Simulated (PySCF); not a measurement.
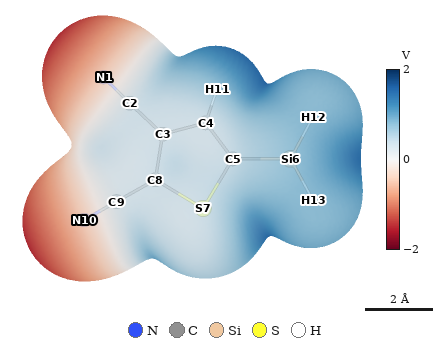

*C6H3N2SSi (SMILES N#Cc1cc([SiH2])sc1C#N) (doublet). The electrostatic potential painted on the density surface at 0.001 e/bohr³, seen at a tilt; the colour scale runs from red (negative) to blue (positive).*

Geometry: GFN2-xTB.

Theory: UKS B3LYP, pcH-1 on C H N S Si, non-relativistic, mean-field spin-orbit, GIAO (PySCF).

| atom | x (Å) | y (Å) | z (Å) |
| --- | --- | --- | --- |
| N | -2.5591 | 2.0627 | -1.6104 |
| C | -1.8398 | 1.3582 | -1.0624 |
| C | -0.9262 | 0.5145 | -0.4050 |
| C | 0.4600 | 0.6557 | -0.4939 |
| C | 1.1694 | -0.2904 | 0.2361 |
| Si | 2.9724 | -0.4697 | 0.3908 |
| S | 0.0629 | -1.3873 | 1.0579 |
| C | -1.3204 | -0.5522 | 0.4054 |
| C | -2.6144 | -0.9541 | 0.6997 |
| N | -3.6856 | -1.2933 | 0.9494 |
| H | 0.9354 | 1.4273 | -1.0734 |
| H | 3.8230 | 0.4586 | -0.3230 |
| H | 3.5179 | -1.5295 | 1.2109 |

Which sites attract a positive test charge, and which a negative one?

Answer. A positive charge is drawn to the negative regions and a negative charge to the positive ones. The most negative region (about −1.5 V, or −35 kcal/mol for a unit charge) lies over N1 and N10, the most positive (about +1.5 V, or +35 kcal/mol for a unit charge) over Si6, S7 and H11.
